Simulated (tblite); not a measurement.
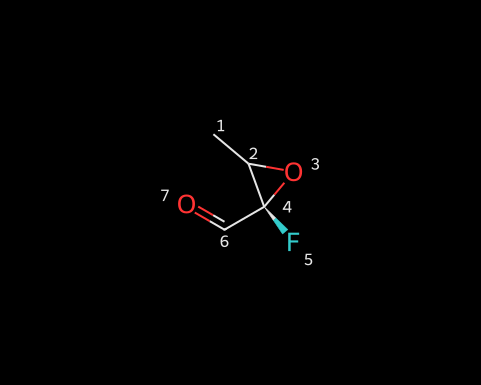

A structural formula, with wedges where it has stereocentres; small numbers name the atoms. The configuration is that of a computed structure (GFN2-xTB).

**What are the Cahn–Ingold–Prelog descriptors?**

C4: R.
